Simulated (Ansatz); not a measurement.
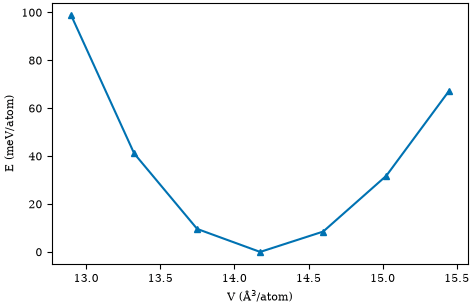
Fig. 1. Pd (dhcp (α-La type), space group No. 194) under volume change, LDA in the plane-wave PAW code Ansatz, shape and atoms relaxed at each volume.

Question: What does a third-order Birch–Murnaghan fit give for V₀, B₀ and B′?

Answer: V₀ = 14.17 Å³/atom, B₀ = 226 GPa, B′ = 5.4.

Space group P6_3/mmc (dhcp (α-La type)). The first step of the workflow began from a Materials Project structure, measured or hypothetical; the Crystallography Open Database copy checked does not list it. It is not the phase usual at ambient conditions (space group No. 225). The LDA relaxation kept the symmetry of its start; whether a distortion lowers the energy is not shown. The workflow began spin-polarised and lost its moments.

Potentials: the later of the program's two PAW sets.
